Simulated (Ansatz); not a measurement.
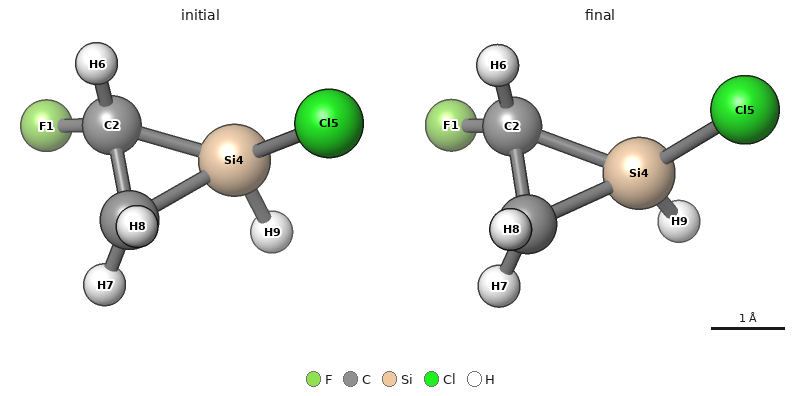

The structure of C2H4ClFSi (coarse preliminary run) before (left) and after (right) a relaxation, at one scale.

The picture is a ball-and-stick view, seen at a tilt.

The start comes from a force field.

Level of theory: RKS PBE-D4/def2-SVP (Ansatz 0.2.0).

Input
```yaml
crystal:
  periodic: [false, false, false]
  atoms:
    - {symbol: F, position_ang: [-0.566400, -1.310700, 1.633900]}
    - {symbol: C, position_ang: [-0.129000, -0.144900, 0.973400]}
    - {symbol: C, position_ang: [0.789900, -0.383300, -0.147800]}
    - {symbol: Si, position_ang: [-0.831300, 0.400200, -0.567900]}
    - {symbol: Cl, position_ang: [-0.509000, 2.295100, -1.167600]}
    - {symbol: H, position_ang: [0.115000, 0.623900, 1.713200]}
    - {symbol: H, position_ang: [0.942400, -1.381300, -0.527200]}
    - {symbol: H, position_ang: [1.670800, 0.323600, -0.312100]}
    - {symbol: H, position_ang: [-1.394000, -0.468800, -1.614900]}
basis:
  gaussian: {orbitals: def2-SVP}
hamiltonian: {xc: pbe, dispersion: d4}
relax: {f_tol: 0.03, max_steps: 200}
```

Run as
```bash
ansatz run in.yaml --threads 4 --pin off --events-out ev --progress --plain --max-ram 10444MiB
```

> What changed between the two?

Over 7 geometry steps the energy falls by 14.4 kcal/mol. Largest force component: 3.1 eV/Å at the start, 0.022 eV/Å at the end. H8 moves most after the best rigid fit: 0.37 Å. Largest moves by element: H 0.37 Å, Cl 0.33 Å, Si 0.22 Å, C 0.12 Å, F 0.07 Å. Near-neighbour distances that change, for instance: C2–Si4 1.779 → 1.878 Å, C2–C3 1.469 → 1.544 Å, Si4–Cl5 2.013 → 2.073 Å, C3–H8 1.141 → 1.104 Å. Among the angles between lasting bonds that change: Si4–C3–H8 112.4° → 126.8°, C3–Si4–H9 104.3° → 118.2°, C3–Si4–Cl5 109.0° → 121.2°. Cost: 8.5 s on 4 threads of Arm Neoverse V2, with other jobs on the host.
